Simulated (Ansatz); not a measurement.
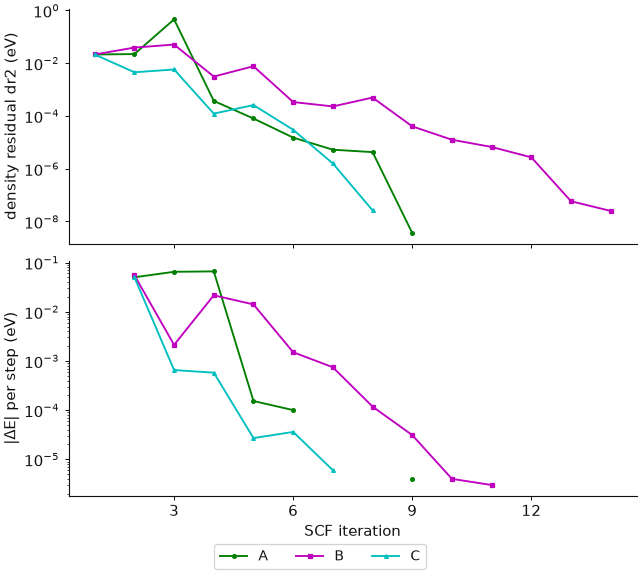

The same cell was run with different SCF settings; each curve is one run.
System: Ni (Fm-3m, 1 atom in the cell).
Method: Ansatz, DFT, r2SCAN, PAW, plane waves, scalar-relativistic; cutoff 500 eV, 14×14×14 k-mesh, Fermi–Dirac smearing of 0.05 eV.
All start from atomic densities corrected by a trained network.

A: Broyden, beta 0.1, history 3, no preconditioner
B: Broyden, beta 0.7, preconditioner kerker_dos
C: default SCF settings

How did each run end?

Run C converged in 8 iterations. Run A converged in 9 iterations. Run B converged in 14 iterations.

The converged runs agree in energy within 1 meV per atom.
